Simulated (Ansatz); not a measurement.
**NiPt: magnetism under pressure and tension**

At what volume does NiPt lose its moments? Methods of the runs shown: LAPW and crystal datasets. Companion runs by PAW are cited. Its runs: free moments (LAPW); volume scaled by 0.66 (LAPW); volume scaled by 0.66, no spin polarisation (LAPW); volume scaled by 0.8 (LAPW and crystal datasets); volume scaled by 0.8, no spin polarisation (LAPW); volume scaled by 0.86 (LAPW); volume scaled by 0.92 (LAPW); volume scaled by 1.04 (LAPW).

Computed with Ansatz 0.2.0 (DFT LDA, with the methods named in each step, unless a step's input says otherwise).

## (1) Starting point

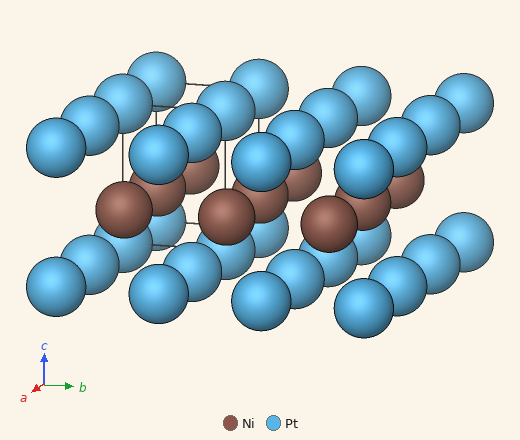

Start, viewed slightly off an axis; nickel brown, platinum blue. 3×3×1 cells are drawn. Atoms on the faces are drawn again on the opposite ones.

As a file:

```cif
data_structure
_symmetry_space_group_name_H-M 'P 1'
_symmetry_Int_Tables_number 1
_cell_length_a 2.7099
_cell_length_b 2.7099
_cell_length_c 3.5783
_cell_angle_alpha 90.000
_cell_angle_beta 90.000
_cell_angle_gamma 90.000
_cell_volume 26.28
loop_
_atom_site_label
_atom_site_type_symbol
_atom_site_fract_x
_atom_site_fract_y
_atom_site_fract_z
_atom_site_occupancy
Ni1 Ni 0.50000 0.50000 0.50000 1
Pt1 Pt 0.00000 0.00000 0.00000 1
```

Atoms are numbered in the order of the input: Ni1, Pt2.

## (2) Free moments, LAPW

Input file input.yaml:

```yaml
crystal:
  lattice:
    - [2.7099397941, 0.0, 0.0]
    - [0.0, 2.7099397941, 0.0]
    - [0.0, 0.0, 3.57832]
  atoms:
    - { symbol: Ni, position: [0.5, 0.5, 0.5], spin: 1.5 }
    - { symbol: Pt, position: [0.0, 0.0, 0.0], spin: 0.6 }
magnetization:
  spin_polarized: true
kpoints:
  mp_grid: { grid: [11, 11, 8] }
scf:
  occupations: { method: fermi_dirac, width: 0.1 }
hamiltonian:
  xc: lda
  pseudopotentials: { kind: all_electron, lapw: { basis_error: 0.001 } }
output:
  forces: true
  stress: true
  eigenvalues: false
  populations: true
```

On the command line:

```sh
> ansatz run input.yaml --threads 1 --pin off --max-ram 3072MiB --backend cpu --events-out ev --progress --plain --runs-dir out
```

The program printed, shortened:

```text
settings of this run that can trade accuracy for cost: output.eigenvalues: false. Do not mix this run's numbers with those of runs without the same settings; the input reference describes each key
Ni: projections on atomic orbitals take those of the free atom 1s2 2s2 2p6 3s2 3p6 3d8 4s2, of charge +0.00 (hamiltonian.pseudopotentials.projection_atoms)
Pt: projections on atomic orbitals take those of the free atom 1s2 2s2 2p6 3s2 3p6 3d10 4s2 4p6 4d10 4f14 5s2 5p6 5d9 6s1, of charge +0.00 (hamiltonian.pseudopotentials.projection_atoms)
LAPW: plane waves up to 8.744 Å⁻¹, error target 1.0e-3 eV per atom; small_component_spin mean_spin; Ni in spheres of 1.279 Å, 18 of its electrons in bands, Dirac shells []; Pt in spheres of 1.343 Å, 42 of its electrons in bands, Dirac shells []
[...]
Pseudopotentials: kind: all_electron
Pseudopotential: Ni, LAPW, valence charge 18, Koelling and Harmon's equation, gaussian nucleus
Pseudopotential: Pt, LAPW, valence charge 42, Koelling and Harmon's equation, gaussian nucleus
Functional definition: SPW92
[...]
Crystal: 2 atoms, lattice volume = 26.278 Å³
Basis set: ecut = 291.2713294957834 eV, 309 PW (Γ), exchange–correlation at level 2
Bands: 38, of which v1, the nominal top of the filled ones, is band 30 counted from 1 (29 counted from 0)
Symmetry: 16 space group operations
Space group: P4/mmm (ITA 123), of the structure as read, at distance tolerance 3.0e-5 Å
[...]
the basis was enlarged: its passes take 720.3 KiB over the memory plan, 2 of 2 planned eigensolver slots
[...]
SCF iter  13: F=-541996.263010 eV  HF=-541996.263010 eV  |F-HF|=3.03e-9  |Δ(HF+E_count)|=   5.59e-9  Δρ=1.47e-6 (↑1.47e-6 ↓1.46e-6)  dr2=3.14e-9  dr2_m=3.11e-12  M=0.609 μB ∫|m|=0.646 μB  ethr=9.77e-11  ⟨swp⟩=2.0  Hψ=22819  notcnv=0
[...]
SCF converged after 13 iterations
Magnetization: 0.6093 μB (30.3047 up, 29.6953 down)
Absolute magnetization: 0.6460 μB (∫|ρ↑−ρ↓|)
Spin contamination: 0.0048 ħ² per cell (⟨S²⟩ above its minimum at these occupations)
Per-site moments (μB) at R_I (Å): [(0.43688201661187875, 1.2787493587982772), (0.18604761212412768, 1.3428875620190586)]
Free energy (F): -541996.263010 eV
[...]
E sigma→0 (E₀):  -541996.204764 eV
Entropy (-TS):   -0.116492 eV (-58.246 meV/atom)
Fermi energy:    23.654293 eV
[...]
--- Forces (eV/Å), atoms counted from 1 ---
  atom   1  Ni     0.00000000    -0.00000000     0.00000000
  atom   2  Pt    -0.00000000     0.00000000     0.00000000
[...]
--- Stress (GPa, compression-positive) ---
      -12.899725       0.000000       0.000000
        0.000000     -12.899725       0.000000
        0.000000       0.000000     -11.547023
  P = ⅓ Tr σ = -12.4488 GPa (-124.488 kbar)
--- Löwdin populations: 2 sites ---
  site symbol       q [e]    m [muB]
     0     Ni     27.6378     0.4308
     1     Pt     78.0065     0.1951
  spilling = 0.003356 (of n_electrons = 106.000000)
settings of this run that can trade accuracy for cost: output.eigenvalues: false. Do not mix this run's numbers with those of runs without the same settings; the input reference describes each key
```

Wall time 93 s (1 thread of Intel Xeon Platinum 8259CL at 2.50GHz (Skylake/Cascade Lake), shared host); peak memory 0.83 GiB.

In short: total moment 0.61 μB; site moments Ni1 0.44, Pt2 0.19 μB; pressure -12.45 GPa.

## (3) Volume scaled by 0.66, LAPW

Changes to input.yaml since step 2:

```diff
@@ -2,5 +2,5 @@
   lattice:
-    - [2.7099397941, 0.0, 0.0]
-    - [0.0, 2.7099397941, 0.0]
-    - [0.0, 0.0, 3.57832]
+    - [2.3594328455, 0.0, 0.0]
+    - [0.0, 2.3594328455, 0.0]
+    - [0.0, 0.0, 3.1154956867]
   atoms:
```

On the command line:

```sh
> ansatz run input.yaml --threads 1 --pin off --max-ram 3072MiB --backend cpu --events-out ev --progress --plain --runs-dir out
```

The program printed, shortened:

```text
settings of this run that can trade accuracy for cost: output.eigenvalues: false. Do not mix this run's numbers with those of runs without the same settings; the input reference describes each key
Ni: projections on atomic orbitals take those of the free atom 1s2 2s2 2p6 3s2 3p6 3d8 4s2, of charge +0.00 (hamiltonian.pseudopotentials.projection_atoms)
Pt: projections on atomic orbitals take those of the free atom 1s2 2s2 2p6 3s2 3p6 3d10 4s2 4p6 4d10 4f14 5s2 5p6 5d9 6s1, of charge +0.00 (hamiltonian.pseudopotentials.projection_atoms)
LAPW: plane waves up to 10.305 Å⁻¹, error target 1.0e-3 eV per atom; small_component_spin mean_spin; Ni in spheres of 1.110 Å, 18 of its electrons in bands, Dirac shells []; Pt in spheres of 1.173 Å, 48 of its electrons in bands, Dirac shells []
[...]
Pseudopotentials: kind: all_electron
Pseudopotential: Ni, LAPW, valence charge 18, Koelling and Harmon's equation, gaussian nucleus
Pseudopotential: Pt, LAPW, valence charge 48, Koelling and Harmon's equation, gaussian nucleus
[...]
WARN: the starting moments were not kept: the SCF closed with an absolute magnetisation of 1.9e-6 μB, where they sum to 2.1 μB in size (2 sites). That is at most 0.1 of that sum. Measured as dr2_m measures the in/out step, that magnetisation stands 4.7e-13 eV from none, at or under the [...]
Magnetization: 0.0000 μB (33.0000 up, 33.0000 down)
Absolute magnetization: 0.0000 μB (∫|ρ↑−ρ↓|)
Spin contamination: 0.0000 ħ² per cell (⟨S²⟩ above its minimum at these occupations)
Per-site moments (μB) at R_I (Å): [(9.651965040546884e-7, 1.1100422785126365), (5.911199920660692e-7, 1.1725088960292178)]
Free energy (F): -541992.168970 eV
[...]
E sigma→0 (E₀):  -541992.141662 eV
Entropy (-TS):   -0.054617 eV (-27.308 meV/atom)
Fermi energy:    39.316786 eV
[...]
--- Forces (eV/Å), atoms counted from 1 ---
  atom   1  Ni     0.00000000     0.00000000     0.00000000
  atom   2  Pt     0.00000000    -0.00000000     0.00000000
[...]
--- Stress (GPa, compression-positive) ---
      257.560183       0.000000       0.000000
        0.000000     257.560183       0.000000
        0.000000       0.000000     236.385061
  P = ⅓ Tr σ = 250.5018 GPa (2505.018 kbar)
--- Löwdin populations: 2 sites ---
  site symbol       q [e]    m [muB]
     0     Ni     27.7321     0.0000
     1     Pt     77.9048     0.0000
  spilling = 0.003425 (of n_electrons = 106.000000)
settings of this run that can trade accuracy for cost: output.eigenvalues: false. Do not mix this run's numbers with those of runs without the same settings; the input reference describes each key
```

Run time: 1.7 min. Hardware: 1 thread of Intel Xeon Platinum 8259CL at 2.50GHz (Skylake/Cascade Lake), shared host; peak memory 0.9 GiB.

Result: total moment 0.00 μB; site moments Ni1 0.00, Pt2 0.00 μB; pressure 250.50 GPa.

## (4) Volume scaled by 0.66, no spin polarisation, LAPW

Changes to input.yaml since step 3:

```diff
@@ -6,6 +6,4 @@
   atoms:
-    - { symbol: Ni, position: [0.5, 0.5, 0.5], spin: 1.5 }
-    - { symbol: Pt, position: [0.0, 0.0, 0.0], spin: 0.6 }
-magnetization:
-  spin_polarized: true
+    - { symbol: Ni, position: [0.5, 0.5, 0.5] }
+    - { symbol: Pt, position: [0.0, 0.0, 0.0] }
 kpoints:
@@ -21,2 +19 @@
   eigenvalues: false
-  populations: true
```

On the command line:

```sh
> ansatz run input.yaml --threads 1 --pin off --max-ram 3072MiB --backend cpu --events-out ev --progress --plain --runs-dir out
```

The program printed, shortened:

```text
settings of this run that can trade accuracy for cost: output.eigenvalues: false. Do not mix this run's numbers with those of runs without the same settings; the input reference describes each key
LAPW: plane waves up to 10.305 Å⁻¹, error target 1.0e-3 eV per atom; small_component_spin mean_spin; Ni in spheres of 1.110 Å, 18 of its electrons in bands, Dirac shells []; Pt in spheres of 1.173 Å, 48 of its electrons in bands, Dirac shells []
[...]
Pseudopotentials: kind: all_electron
Pseudopotential: Ni, LAPW, valence charge 18, Koelling and Harmon's equation, gaussian nucleus
Pseudopotential: Pt, LAPW, valence charge 48, Koelling and Harmon's equation, gaussian nucleus
Functional definition: SPW92
[...]
Crystal: 2 atoms, lattice volume = 17.344 Å³
Basis set: ecut = 404.58797427648375 eV, 311 PW (Γ), exchange–correlation at level 2
[...]
the basis was enlarged: its passes take 566.8 KiB over the memory plan, 1 of 1 planned eigensolver slots
[...]
SCF iter  11: F=-541992.168985 eV  HF=-541992.168985 eV  |F-HF|=7.71e-8  |Δ(HF+E_count)|=   4.91e-8  Δρ=8.45e-6  dr2=1.04e-8  ethr=2.64e-10  ⟨swp⟩=2.0  Hψ=12050  notcnv=0
[...]
SCF converged after 11 iterations
Free energy (F): -541992.168985 eV
[...]
E sigma→0 (E₀):  -541992.141677 eV
Entropy (-TS):   -0.054615 eV (-27.308 meV/atom)
Fermi energy:    39.316651 eV
[...]
--- Forces (eV/Å), atoms counted from 1 ---
  atom   1  Ni    -0.00000000    -0.00000000     0.00000000
  atom   2  Pt    -0.00000000     0.00000000     0.00000000
[...]
--- Stress (GPa, compression-positive) ---
      257.559599       0.000000       0.000000
        0.000000     257.559599       0.000000
        0.000000       0.000000     236.382369
  P = ⅓ Tr σ = 250.5005 GPa (2505.005 kbar)
settings of this run that can trade accuracy for cost: output.eigenvalues: false. Do not mix this run's numbers with those of runs without the same settings; the input reference describes each key
```

Run time: 41 s. Hardware: 1 thread of Intel Xeon Platinum 8259CL at 2.50GHz (Skylake/Cascade Lake), shared host; peak memory 0.61 GiB.

In short: pressure 250.50 GPa.

## (5) Volume scaled by 0.8, LAPW

Input file input.yaml:

```yaml
crystal:
  lattice:
    - [2.5156852576, 0.0, 0.0]
    - [0.0, 2.5156852576, 0.0]
    - [0.0, 0.0, 3.321818031]
  atoms:
    - { symbol: Ni, position: [0.5, 0.5, 0.5], spin: 1.5 }
    - { symbol: Pt, position: [0.0, 0.0, 0.0], spin: 0.6 }
magnetization:
  spin_polarized: true
kpoints:
  mp_grid: { grid: [11, 11, 8] }
scf:
  occupations: { method: fermi_dirac, width: 0.1 }
hamiltonian:
  xc: lda
  pseudopotentials: { kind: all_electron, lapw: { basis_error: 0.001 } }
output:
  forces: true
  stress: true
  eigenvalues: false
  populations: true
```

On the command line:

```sh
> ansatz run input.yaml --threads 1 --pin off --max-ram 3072MiB --backend cpu --events-out ev --progress --plain --runs-dir out
```

The program printed, shortened:

```text
settings of this run that can trade accuracy for cost: output.eigenvalues: false. Do not mix this run's numbers with those of runs without the same settings; the input reference describes each key
Ni: projections on atomic orbitals take those of the free atom 1s2 2s2 2p6 3s2 3p6 3d8 4s2, of charge +0.00 (hamiltonian.pseudopotentials.projection_atoms)
Pt: projections on atomic orbitals take those of the free atom 1s2 2s2 2p6 3s2 3p6 3d10 4s2 4p6 4d10 4f14 5s2 5p6 5d9 6s1, of charge +0.00 (hamiltonian.pseudopotentials.projection_atoms)
LAPW: plane waves up to 9.548 Å⁻¹, error target 1.0e-3 eV per atom; small_component_spin mean_spin; Ni in spheres of 1.186 Å, 18 of its electrons in bands, Dirac shells []; Pt in spheres of 1.248 Å, 48 of its electrons in bands, Dirac shells []
[...]
Pseudopotentials: kind: all_electron
Pseudopotential: Ni, LAPW, valence charge 18, Koelling and Harmon's equation, gaussian nucleus
Pseudopotential: Pt, LAPW, valence charge 48, Koelling and Harmon's equation, gaussian nucleus
[...]
WARN: the starting moments were not kept: the SCF closed with an absolute magnetisation of 3.8e-6 μB, where they sum to 2.1 μB in size (2 sites). That is at most 0.1 of that sum. Measured as dr2_m measures the in/out step, that magnetisation stands 1.5e-12 eV from none, at or under the [...]
Magnetization: 0.0000 μB (33.0000 up, 33.0000 down)
Absolute magnetization: 0.0000 μB (∫|ρ↑−ρ↓|)
Spin contamination: 0.0000 ħ² per cell (⟨S²⟩ above its minimum at these occupations)
Per-site moments (μB) at R_I (Å): [(1.9724792732489504e-6, 1.1860696053983621), (1.1039433260862097e-6, 1.2476425260798774)]
Free energy (F): -541995.569718 eV
[...]
E sigma→0 (E₀):  -541995.528672 eV
Entropy (-TS):   -0.082092 eV (-41.046 meV/atom)
Fermi energy:    31.254138 eV
[...]
--- Forces (eV/Å), atoms counted from 1 ---
  atom   1  Ni    -0.00000000    -0.00000000     0.00000000
  atom   2  Pt     0.00000000     0.00000000     0.00000000
[...]
--- Stress (GPa, compression-positive) ---
       75.178074       0.000000       0.000000
        0.000000      75.178074       0.000000
        0.000000       0.000000      69.195240
  P = ⅓ Tr σ = 73.1838 GPa (731.838 kbar)
--- Löwdin populations: 2 sites ---
  site symbol       q [e]    m [muB]
     0     Ni     27.6888     0.0000
     1     Pt     77.9440     0.0000
  spilling = 0.003465 (of n_electrons = 106.000000)
settings of this run that can trade accuracy for cost: output.eigenvalues: false. Do not mix this run's numbers with those of runs without the same settings; the input reference describes each key
```

Run time: 96 s. Hardware: 1 thread of Intel Xeon Platinum 8259CL at 2.50GHz (Skylake/Cascade Lake), shared host; peak memory 0.86 GiB.

Result: total moment 0.00 μB; site moments Ni1 0.00, Pt2 0.00 μB; pressure 73.18 GPa.

## (6) Volume scaled by 0.8, crystal datasets

Changes to input.yaml since step 5:

```diff
@@ -16,3 +16,3 @@
   xc: lda
-  pseudopotentials: { kind: all_electron, lapw: { basis_error: 0.001 } }
+  pseudopotentials: { kind: all_electron, datasets: crystal }
 output:
@@ -21,2 +21 @@
   eigenvalues: false
-  populations: true
```

On the command line:

```sh
> ansatz run input.yaml --threads 1 --pin off --max-ram 3072MiB --backend cpu --events-out ev --progress --plain --runs-dir out
```

The program printed, shortened:

```text
settings of this run that can trade accuracy for cost: output.eigenvalues: false. Do not mix this run's numbers with those of runs without the same settings; the input reference describes each key
[...]
Pseudopotentials: kind: all_electron
Pseudopotential: Ni, paw, valence charge 18, recommended cutoff 360 eV (normal), Koelling and Harmon's equation, gaussian nucleus
Pseudopotential: Pt, paw, valence charge 18, recommended cutoff 360 eV (normal), Koelling and Harmon's equation, gaussian nucleus
Functional definition: SPW92
[...]
a search for the magnetic state begins, with frozen cores and fixed partial waves. It gives no result and prints no iterations
the search for the magnetic state of this step took 12 SCF iterations with frozen cores. It stayed in its first state, in which the spheres begin
Crystal: 2 atoms, lattice volume = 21.023 Å³
Basis set: ecut = 360 eV, 311 PW (Γ)
Bands: 24, of which v1, the nominal top of the filled ones, is band 18 counted from 1 (17 counted from 0)
[...]
WARN: the starting moments were not kept: the SCF closed with an absolute magnetisation of 3.2e-7 μB, where they sum to 2.1 μB in size (2 sites). That is at most 0.1 of that sum. Measured as dr2_m measures the in/out step, that magnetisation stands 8.5e-14 eV from none, at or under the [...]
By the cutoff:   a pressure is off by up to 0.011 GPa (1.2 times the spheres' own share and the shells' term, over an atom's volume, and 0.004 GPa: a bound that held against runs at twice the plane waves)
Past the cutoffs: a stress includes 0.0011 GPa for waves and charges beyond them, in addition to the slope of what the spheres take
In the spheres:  the bands' charges fall short by 2.4e-6 e at most (sound up to 1e-3)
Fermi energy:    31.254145 eV
[...]
  The terms above E_closure are by the made datasets' own strengths, without shells solved beside the bands.
--- Forces (eV/Å), atoms counted from 1 ---
  atom   1  Ni     0.00000000     0.00000000     0.00000000
  atom   2  Pt    -0.00000000     0.00000000     0.00000000
[...]
--- Stress (GPa, compression-positive) ---
       75.180163       0.000000       0.000000
        0.000000      75.180163       0.000000
        0.000000       0.000000      69.196097
  P = ⅓ Tr σ = 73.1855 GPa (731.855 kbar)
settings of this run that can trade accuracy for cost: output.eigenvalues: false. Do not mix this run's numbers with those of runs without the same settings; the input reference describes each key
```

Run time: 46 s. Hardware: 1 thread of Intel Xeon Platinum 8259CL at 2.50GHz (Skylake/Cascade Lake), shared host; peak memory 1 GiB.

Result: total moment 0.00 μB; site moments Ni1 0.00, Pt2 0.00 μB; pressure 73.19 GPa.

## (7) Volume scaled by 0.8, no spin polarisation, LAPW

Input file input.yaml:

```yaml
crystal:
  lattice:
    - [2.5156852576, 0.0, 0.0]
    - [0.0, 2.5156852576, 0.0]
    - [0.0, 0.0, 3.321818031]
  atoms:
    - { symbol: Ni, position: [0.5, 0.5, 0.5] }
    - { symbol: Pt, position: [0.0, 0.0, 0.0] }
kpoints:
  mp_grid: { grid: [11, 11, 8] }
scf:
  occupations: { method: fermi_dirac, width: 0.1 }
hamiltonian:
  xc: lda
  pseudopotentials: { kind: all_electron, lapw: { basis_error: 0.001 } }
output:
  forces: true
  stress: true
  eigenvalues: false
```

On the command line:

```sh
> ansatz run input.yaml --threads 1 --pin off --max-ram 3072MiB --backend cpu --events-out ev --progress --plain --runs-dir out
```

The program printed, shortened:

```text
settings of this run that can trade accuracy for cost: output.eigenvalues: false. Do not mix this run's numbers with those of runs without the same settings; the input reference describes each key
LAPW: plane waves up to 9.548 Å⁻¹, error target 1.0e-3 eV per atom; small_component_spin mean_spin; Ni in spheres of 1.186 Å, 18 of its electrons in bands, Dirac shells []; Pt in spheres of 1.248 Å, 48 of its electrons in bands, Dirac shells []
[...]
Pseudopotentials: kind: all_electron
Pseudopotential: Ni, LAPW, valence charge 18, Koelling and Harmon's equation, gaussian nucleus
Pseudopotential: Pt, LAPW, valence charge 48, Koelling and Harmon's equation, gaussian nucleus
Functional definition: SPW92
[...]
Crystal: 2 atoms, lattice volume = 21.023 Å³
Basis set: ecut = 347.3114110181786 eV, 311 PW (Γ), exchange–correlation at level 2
[...]
the basis was enlarged: its passes take 516.3 KiB over the memory plan, 1 of 1 planned eigensolver slots
[...]
SCF iter  13: F=-541995.569723 eV  HF=-541995.569723 eV  |F-HF|=2.56e-9  |Δ(HF+E_count)|=   2.20e-8  Δρ=2.97e-6  dr2=2.14e-9  ethr=3.37e-11  ⟨swp⟩=2.0  Hψ=12057  notcnv=0
[...]
SCF converged after 13 iterations
Free energy (F): -541995.569723 eV
[...]
E sigma→0 (E₀):  -541995.528677 eV
Entropy (-TS):   -0.082092 eV (-41.046 meV/atom)
Fermi energy:    31.254150 eV
[...]
--- Forces (eV/Å), atoms counted from 1 ---
  atom   1  Ni    -0.00000000     0.00000000     0.00000000
  atom   2  Pt     0.00000000     0.00000000     0.00000000
[...]
--- Stress (GPa, compression-positive) ---
       75.178108       0.000000       0.000000
        0.000000      75.178108       0.000000
        0.000000       0.000000      69.195314
  P = ⅓ Tr σ = 73.1838 GPa (731.838 kbar)
settings of this run that can trade accuracy for cost: output.eigenvalues: false. Do not mix this run's numbers with those of runs without the same settings; the input reference describes each key
```

It took 44 s on 1 thread of Intel Xeon Platinum 8259CL at 2.50GHz (Skylake/Cascade Lake), shared host; peak memory 0.59 GiB.

Result: pressure 73.18 GPa.

[end of part 1 of 2]
